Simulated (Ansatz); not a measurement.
**[NO2]− (nitrite) at r2SCAN0/STO-3G**

Aim: the energy change on altering one bond length of [NO2]− (nitrite) at r2SCAN0/STO-3G, from 2 runs. 

Program for the calculation: Ansatz 0.2.0.

13 further runs of the same task are left out: 11 that didn't finish, 2 set aside as unsound or not needed.

## Step 1: Starting point

[NO2]− has 3 atoms, charge -1, and is taken as a singlet. As SMILES, `O=N[O-]`. The coordinates come from a PBE0-D4/def2-TZVPD relaxation.

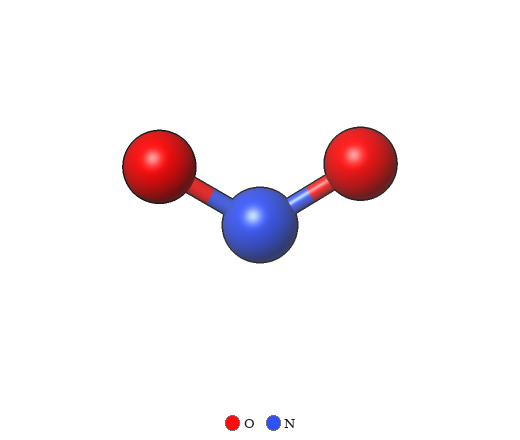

The structure, seen from a chosen angle (oxygen red, nitrogen blue).

## Step 2: The energy at r2SCAN0/STO-3G

File molecule.yaml:

```yaml
crystal:
  periodic: [false, false, false]
  atoms:
    - {symbol: O, position_ang: [0.322840, 0.992650, 0.287620]}
    - {symbol: N, position_ang: [0.325750, -0.245400, 0.151990]}
    - {symbol: O, position_ang: [-0.648590, -0.747260, -0.439610]}
basis:
  gaussian: {orbitals: STO-3G}
total_charge: -1
hamiltonian: {xc: {name: r2SCAN0}}
accuracy: high
```

The run is started by

```bash
$ ansatz run molecule.yaml --threads 1 --pin off --max-ram 3480MiB --events-out events.jsonl --progress --plain --runs-dir runs
```

The log of the run:

```text
Warning: RAYON_NUM_THREADS=1 ignored (pool sized by the plan → 1); use --threads N
Functional definition: r2SCAN0
  name "r2SCAN0"
  parameter a = 0.25
  parameter k0 = 0.174
  parameter k1 = 0.065
  parameter a1 = 4.9479
  exchange = (1 - a)*r2scan_x(k0 = k0, k1 = k1, a1 = a1) + a*exact_x
  correlation = r2scan_c
252 factors; integrals over basis functions are off by at most 3.8e-8 eV
mean field evaluation 1: about -5496.3171 eV, gradient 2.7e1 eV
mean field evaluation 2: about -5495.6882 eV, gradient 3.1e1 eV
mean field evaluation 4: about -5498.2698 eV, gradient 1.1e-1 eV
mean field evaluation 8: about -5498.2785 eV, gradient 1.4e-3 eV
mean field evaluation 16: about -5498.2785 eV, gradient 2.0e-8 eV
mean field -5498.27846717 eV, -202.0580068014 hartree, gradient 2.0e-8 eV, S^2 0.000000; 0 other end points of the search recorded, 0 dependent functions left out
reference -5498.27846726 eV, -202.0580068047 hartree; 12, 12 occupied and 3, 3 virtual orbitals, 252 factors
Total energy: -5498.27846726 eV, -202.0580068047 hartree
```

Wall time 1.7 s (1 thread of Arm Neoverse V1, shared host); peak memory 0.11 GiB.

## Step 3: The distorted shape, same level

File run.yaml:

```yaml
crystal:
  periodic: [false, false, false]
  atoms:
    - {symbol: O, position_ang: [0.566397, 1.118101, 0.435503]}
    - {symbol: "N", position_ang: [0.569307, -0.119949, 0.299873]}
    - {symbol: O, position_ang: [-0.648590, -0.747260, -0.439610]}
basis:
  gaussian: {orbitals: STO-3G}
total_charge: -1
hamiltonian: {xc: {name: r2SCAN0}}
accuracy: high
```

The run is started by

```bash
$ ansatz run run.yaml --threads 1 --pin off --max-ram 3480MiB --events-out events.jsonl --progress --plain --runs-dir runs
```

The log of the run, shortened:

```text
Warning: RAYON_NUM_THREADS=1 ignored (pool sized by the plan → 1); use --threads N
[... 8 set-up lines as earlier in the session ...]
251 factors; integrals over basis functions are off by at most 4.2e-8 eV
mean field evaluation 1: about -5492.4470 eV, gradient 3.6e1 eV
mean field evaluation 2: about -5442.1703 eV, gradient 1.2e2 eV
mean field evaluation 4: about -5497.2937 eV, gradient 1.2e1 eV
mean field evaluation 8: about -5497.7127 eV, gradient 3.3e-1 eV
mean field evaluation 16: about -5497.7130 eV, gradient 8.9e-6 eV
mean field -5497.71304298 eV, -202.0372278459 hartree, gradient 4.2e-8 eV, S^2 0.000000; 0 other end points of the search recorded, 0 dependent functions left out
reference -5497.71304308 eV, -202.0372278493 hartree; 12, 12 occupied and 3, 3 virtual orbitals, 251 factors
Total energy: -5497.71304308 eV, -202.0372278493 hartree
```

Run time: 2.1 s. Hardware: 1 thread of Arm Neoverse V1, shared host; peak memory 0.11 GiB.

## Step 4: Outcome

Level: r2SCAN0/STO-3G.

```
                                                         quantity          value
                                        first shape: total energy  -202.05801 Eh
                                    distorted shape: total energy  -202.03723 Eh
energy change with the N2–O3 bond stretched from 1.245 to 1.557 Å       0.565 eV
```

What this shows: With the N2–O3 bond stretched from 1.245 to 1.557 Å the energy rises by 0.57 eV (13.0 kcal/mol). The first shape isn't relaxed at this level, so the change isn't measured from a minimum. The minimal basis adds a large error of its own.
